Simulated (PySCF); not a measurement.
**C7H11ClSi2: density, localisation and related maps**

Input

```
{"job": {"kind": "nmr", "xc": "PBE0", "basis": "pcSseg-1"}, "charge": 0, "multiplicity": 1}
Cl     2.829981     3.052929    -0.524177
C      2.023266     1.523744    -0.258522
C      0.847733     1.498190     0.351662
Si    -0.090724    -0.096103     0.689985
C     -1.768220    -0.024355    -0.175960
C     -2.925325     0.675657     0.481378
C     -2.930858    -0.810766     0.362571
C      0.879818    -1.580762     0.056287
C      2.061465    -1.516697    -0.554168
Si     3.012176     0.060554    -0.928576
H      0.395481     2.427471     0.678314
H     -0.292185    -0.235928     2.145419
H     -1.737200     0.062224    -1.256800
H     -3.601510     1.245156    -0.139013
H     -2.774331     1.106164     1.459626
H     -3.611685    -1.269275    -0.339365
H     -2.782931    -1.392736     1.259579
H      0.428406    -2.556270     0.211322
H      2.533600    -2.440576    -0.875155
H      4.322747     0.048241    -0.267171
H      3.171375     0.240080    -2.377707
```

Command:

```sh
OMP_NUM_THREADS=1 python probes_run.py task.json out
```

Geometry: GFN2-xTB.

Level of theory: PBE0/pcSseg-1, SCF density, gas phase, non-relativistic in PySCF 2.14.0.

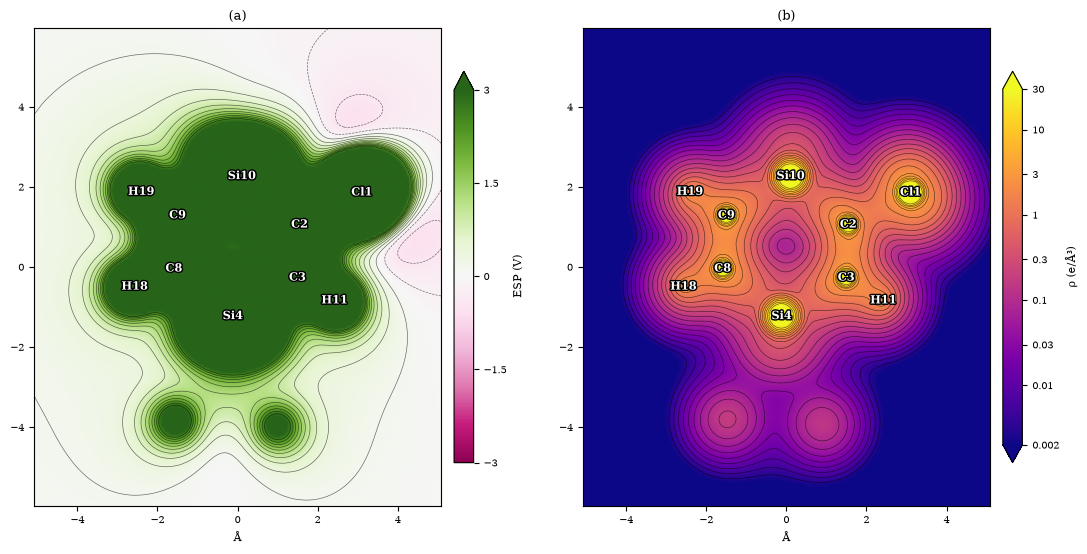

Figure 1. (a) electrostatic potential; (b) total electron density on the plane of atoms Cl1, C2 and Si10.

> What do the fields say about this system?

The section cuts through Cl, C, Si and H sites. C–C (1.32 Å): the density is about 2.3 e/Å³ at the midpoint. C–Cl (1.75 Å): ρ is about 1.4 e/Å³ halfway. C–Si (1.88 Å): ρ is about 0.95 e/Å³ halfway. C–H (1.08 Å): ρ is about 2 e/Å³ halfway. Outside the dense part of the molecule the potential is most negative (−0.6 V) near Cl1.

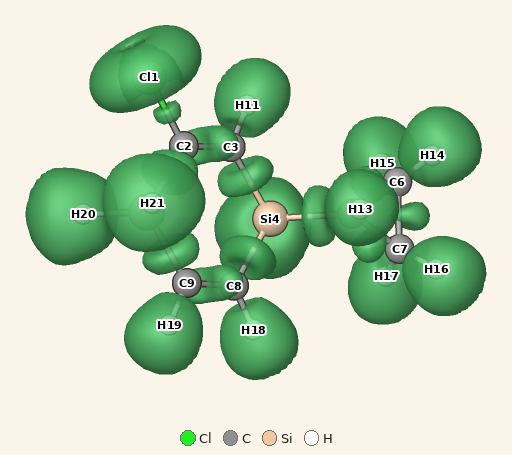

Figure 2. Isosurface of the electron localisation function at 0.8 (green), seen at a tilt. Only the valence region is drawn (cores and ρ < 0.01 e/Å³ removed).

> Identify the bonds, lone pairs and shells in this picture.

At this value the surface marks out five regions between bonded C–C atoms (shared pairs), one region between bonded C–Cl atoms (shared pairs), five regions between bonded C–Si atoms (shared pairs), eleven regions around hydrogen nuclei and one ring or bowl of non-bonding electrons around Cl.


C–C (1.32 Å): the ELF peaks at about 0.90 between the atoms; a short, multiple covalent bond. C–Cl (1.75 Å): the ELF peaks at about 0.90 between the atoms: a covalent bond.

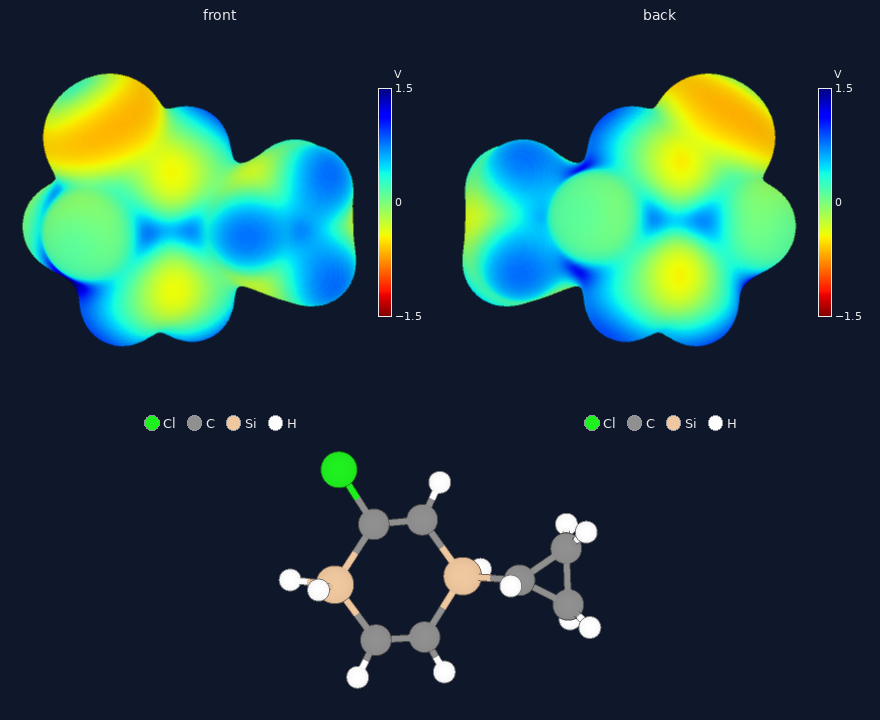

Figure 3. The molecular electrostatic potential painted on the density surface at 0.002 e/bohr³, seen from the front and from behind; the colour scale runs from red (negative) to blue (positive). The bare structure is drawn below in the same view.

> Which sites attract a positive test charge, and which a negative one?

A positive charge is drawn to the negative regions and a negative charge to the positive ones. The most negative region (about −0.7 V, or −16 kcal/mol for a unit charge) lies over Cl1, the most positive (about +1.3 V, or +30 kcal/mol for a unit charge) over Si10. Cl1 shows a σ-hole: about +0.2 V at the tip opposite its bond, against about −0.6 V, or −14 kcal/mol for a unit charge on its flanks.

> How polar is the molecule by this calculation?

Its dipole moment is 2.34 D.
